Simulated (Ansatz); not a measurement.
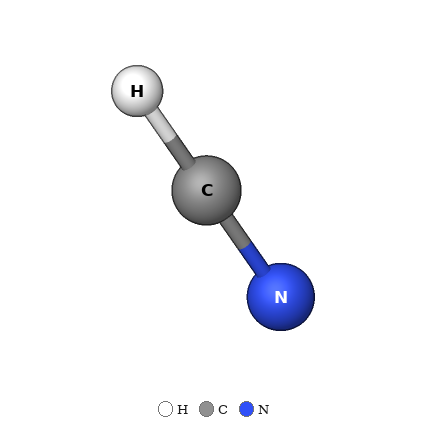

Ball-and-stick drawing of a structure.

Description:

Formula CHN. The point group is C∞v. All atoms lie on one line. Coordination: 1 C linear.

The parts below concern this one geometry. Atoms keep their numbers from picture to picture. The geometry was computed by an optimisation with PBE0-D4/def2-TZVP.

Geometry

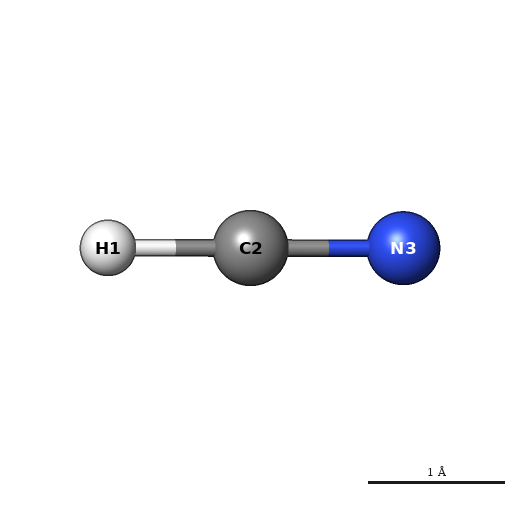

Give the bond lengths.

```
 bond  length (Å)
H1–C2       1.069
C2–N3       1.146
```

Electronic properties

Level of theory: RKS PBE0-D4/def2-TZVPP (Ansatz 0.2.0).

Question: Estimate the HOMO–LUMO gap.

Answer: 10.73 eV.

Question: Give the HOMO energy (Kohn–Sham orbital) at this level.

Answer: −10.43 eV.

Dipole moment

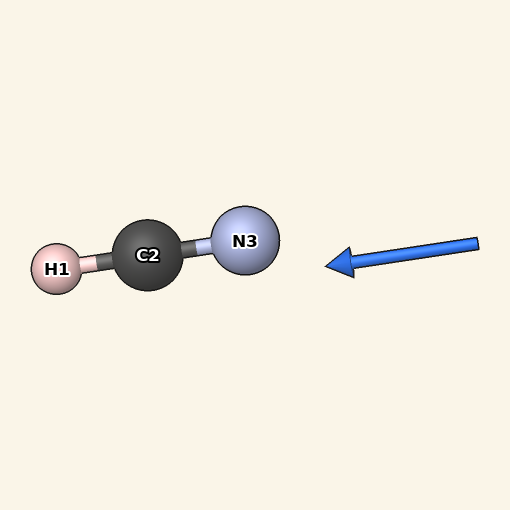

The arrow beside the molecule shows the direction of the dipole moment, from the negative to the positive end (its length means nothing). Method: RKS PBE0-D4/def2-TZVP (Ansatz 0.2.0).

Question: How large is the dipole moment?

Answer: 3.03 D; it points from the side of N3 to the side of H1 (the outermost atoms at the two ends).

Vibrations

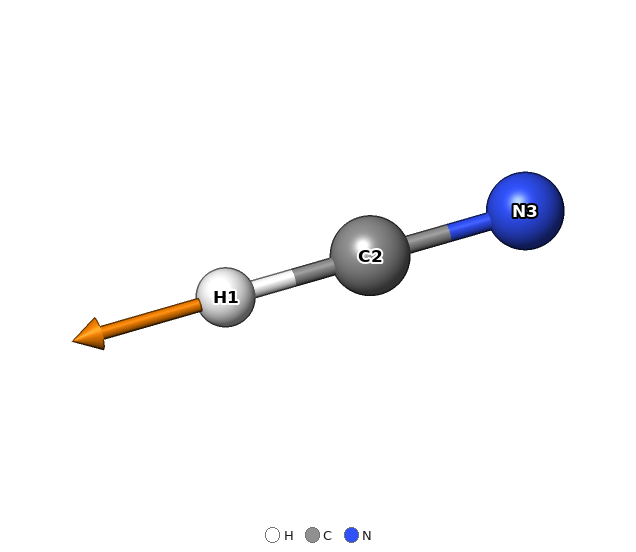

The arrows show one normal mode. Harmonic vibrations computed with RKS PBE0-D4/def2-TZVP (Ansatz 0.2.0) at a stationary point of the same level.

Question: What kind of motion is it?

Answer: Mostly C–H stretching.

Question: Estimate its harmonic wavenumber.

Answer: 3457 cm⁻¹; it is mode 4 of 4 counted from the lowest.
